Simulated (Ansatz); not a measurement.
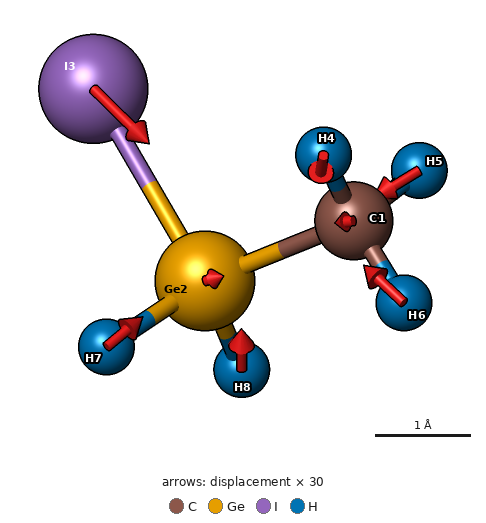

This is a relaxation of CH₅GeI. The starting structure is drawn; red arrows show the displacements, magnified 30 times. The two geometries are superimposed by the best rigid fit.

Style: ball-and-stick. Shown at a tilt.

The start comes from PBE-D4/def2-SVP.

Level of theory: RKS PBE0-D4/def2-TZVP (Ansatz).

Input
```yaml
crystal:
  periodic: [false, false, false]
  atoms:
    - {symbol: C, position_ang: [-0.579384, 0.864335, -0.310343]}
    - {symbol: Ge, position_ang: [0.368887, -0.813215, 0.047623]}
    - {symbol: I, position_ang: [1.907400, -0.457574, 2.053555]}
    - {symbol: H, position_ang: [0.148990, 1.666316, -0.536076]}
    - {symbol: H, position_ang: [-1.175124, 1.155696, 0.575375]}
    - {symbol: H, position_ang: [-1.256586, 0.731266, -1.178080]}
    - {symbol: H, position_ang: [1.275812, -1.239241, -1.136489]}
    - {symbol: H, position_ang: [-0.597895, -1.964785, 0.428535]}
basis:
  gaussian: {orbitals: def2-TZVP}
hamiltonian: {xc: pbe0, dispersion: d4}
relax: {f_tol: 0.005, max_steps: 150}
```

### Atoms of which element are displaced furthest, and by how much?

Iodine: up to 0.033 Å, against 0.022 Å for hydrogen.

### Describe the change and its energy.

The atom that moves furthest after the best rigid fit is I3 (0.033 Å). Largest moves by element: I 0.033 Å, H 0.022 Å, Ge 0.008 Å, C 0.008 Å. Near-neighbour distances that change, for instance: Ge2–I3 2.553 → 2.525 Å, C1–H4 1.107 → 1.090 Å, C1–Ge2 1.960 → 1.943 Å, Ge2–H7 1.551 → 1.536 Å. After 4 geometry steps the energy has fallen by 0.57 kcal/mol. Largest force component: 0.44 eV/Å at the start, 0.0044 eV/Å at the end.
